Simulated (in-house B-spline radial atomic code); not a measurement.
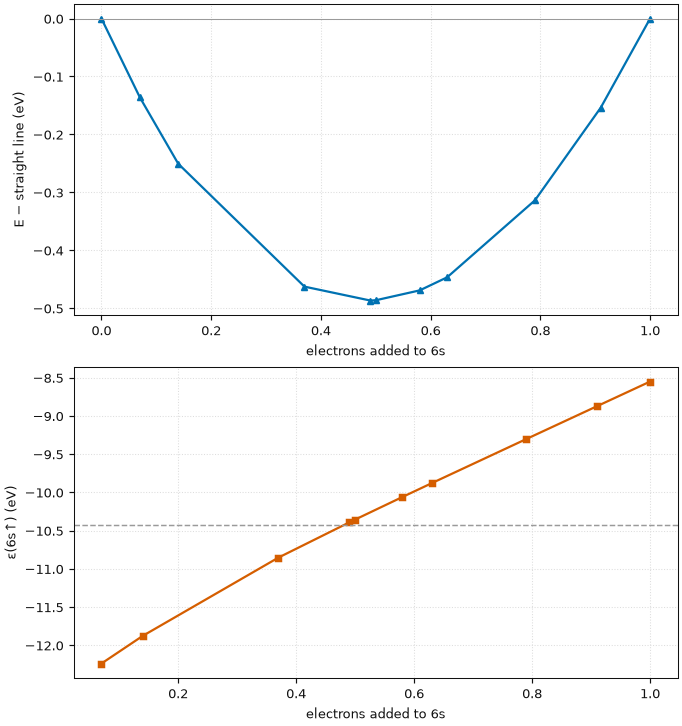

Theory: non-relativistic B97-1, spin-polarised, spherical fractional occupations, point nucleus, basis-set limit (computed with an in-house B-spline radial code). The occupation of the 6s shell is varied from Eu²⁺ ([Xe] 4f7 (high spin)) to Eu⁺ ([Xe] 4f7 6s1 (high spin)), with spherical fractional occupations. The plot shows the total energy less the straight line between the end points, and the eigenvalue of 6s↑ (the dashed line is minus the energy to take the whole electron out).

What does the shape say about the method?

Answer. The curve is convex (below the straight line), with the largest deviation among the points computed, −0.49 eV, at 0.49. The end points differ by 10.4 eV, the energy to take the electron out. The eigenvalue, which is the slope of the energy (Janak's theorem), moves from −12.2 eV at 0.07 to −8.55 eV at 1; for a straight line it would stay constant, and a parabola would sag by an eighth of this change, scaled to a whole electron, 0.50 eV. Convexity is the delocalisation error: fractional charges are too low in energy. Exact exchange at spherical fractional occupations leaves self-interaction in partly filled shells, which adds to the curvature.
